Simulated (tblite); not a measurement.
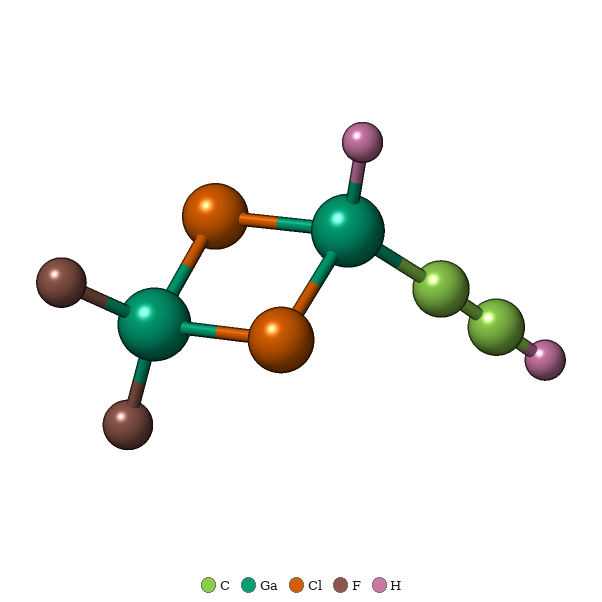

Simulated data, not a measurement (program: tblite).

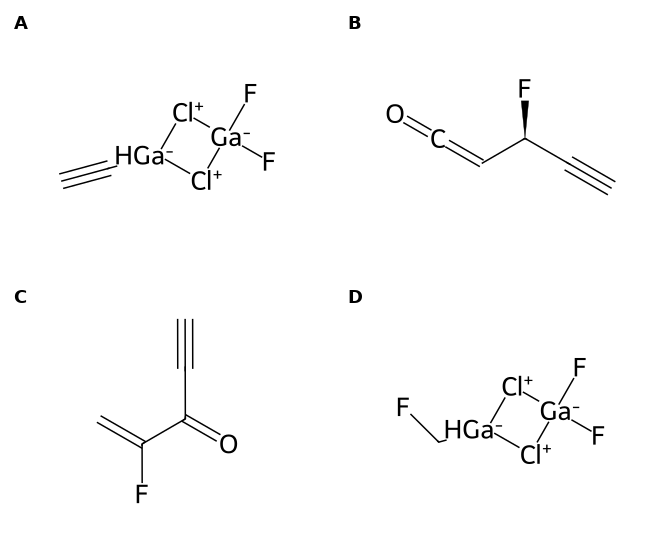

The first picture shows one of the molecules drawn in the second. Which?

Answer. A, `C#[C][GaH-]1[Cl+][Ga-]([F])([F])[Cl+]1`.
